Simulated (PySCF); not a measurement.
**Single-point calculation of LiH (charge −1)**

- system: LiH, charge −1, multiplicity 2
- method: UHF/jorge-tzp-dkh (PySCF 2.14.0)

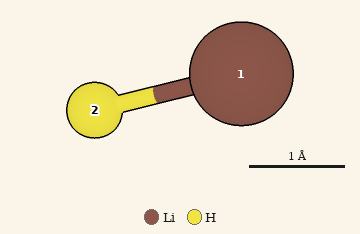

Figure 1. The input geometry (ball-and-stick view, seen at a tilt; atoms are numbered from 1 in the order of the input). Sticks mark near contacts.

**Input file**
```python
from pyscf import gto, scf

mol = gto.M(
    atom='Li 0 0 0; H 0 0 1.705',
    basis='jorge-tzp-dkh',
    charge=-1,
    spin=1,
    verbose=3,
)
mf = scf.UHF(mol)
mf = mf.sfx2c1e()
mf.kernel()
mf.dip_moment()
print('orbital energies (hartree):', [e[max(0, n-3):n+3].round(4) for e, n in zip(mf.mo_energy, mol.nelec)])
```

Launch command:
```bash
OMP_NUM_THREADS=1 python input.py
```

**The program's output**
```
WARN: HOMO -0.0298657127938986 >= LUMO -0.0298657127938986

converged SCF energy = -7.99158534249568  <S^2> = 0.75043045  2S+1 = 2.0004304
Dipole moment(X, Y, Z, Debye): -0.00000, -0.00000,  0.97240
orbital energies (hartree): [array([-2.2577, -0.1555, -0.0086,  0.1349,  0.1349,  0.1618]), array([-2.254 , -0.1462,  0.1435,  0.1435,  0.1529])]
```

**Results in brief**

```csv
quantity,value
outcome,converged
SCF energy,−7.991585 hartree
⟨S²⟩,0.750
hardware,"1 CPU thread, shared host"
wall time,0.78 s
```
